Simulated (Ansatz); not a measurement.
# C2H6BrGeN: the cost of one run

All numbers below are computed with Ansatz 0.2.0 (RKS PBE-D4/def2-SVP).

## 1. The starting structure

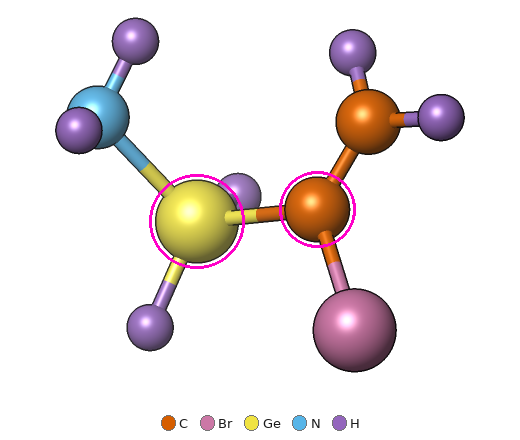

The starting structure, seen from a chosen angle (carbon orange, bromine pink, germanium yellow, nitrogen blue, hydrogen purple). Ringed: C2, Ge4.

Structure file:

```xyz
11

C    -1.0243    1.2671    0.5384
C     0.0835    1.0767   -0.0889
Br    1.3785    2.4554   -0.2120
Ge    0.5222   -0.6281   -0.8775
N     0.4003   -1.9593    0.4308
H    -1.2753    2.2975    0.9683
H    -1.8032    0.5395    0.5968
H    -0.5846   -0.9308   -1.9570
H     1.8562   -0.6058   -1.4881
H     1.0759   -1.6568    1.2124
H    -0.5637   -1.9125    0.8973
```

## 2. Relaxing end A

The input, input.yaml:

```yaml
crystal:
  periodic: [false, false, false]
  atoms:
    - { symbol: C, position_ang: [-1.0243, 1.2671, 0.5384] }
    - { symbol: C, position_ang: [0.0835, 1.0767, -0.0889] }
    - { symbol: Br, position_ang: [1.3785, 2.4554, -0.212] }
    - { symbol: Ge, position_ang: [0.5222, -0.6281, -0.8775] }
    - { symbol: "N", position_ang: [0.4003, -1.9593, 0.4308] }
    - { symbol: H, position_ang: [-1.2753, 2.2975, 0.9683] }
    - { symbol: H, position_ang: [-1.8032, 0.5395, 0.5968] }
    - { symbol: H, position_ang: [-0.5846, -0.9308, -1.957] }
    - { symbol: H, position_ang: [1.8562, -0.6058, -1.4881] }
    - { symbol: H, position_ang: [1.0759, -1.6568, 1.2124] }
    - { symbol: H, position_ang: [-0.5637, -1.9125, 0.8973] }
basis:
  gaussian: { orbitals: def2-SVP }
hamiltonian:
  xc: pbe
  dispersion: d4
relax:
  f_tol: 0.015
  max_steps: 40
```

Run with:

```
$ ansatz run input.yaml --threads 2 --pin off --max-ram 3072MiB --backend cpu --events-out ev --progress --plain --runs-dir out
```

**Question.** How long does this run take on 2 threads of Arm Neoverse V2, shared host, and how much memory does it need?

About 63 s, with a peak of 0.2 GiB.
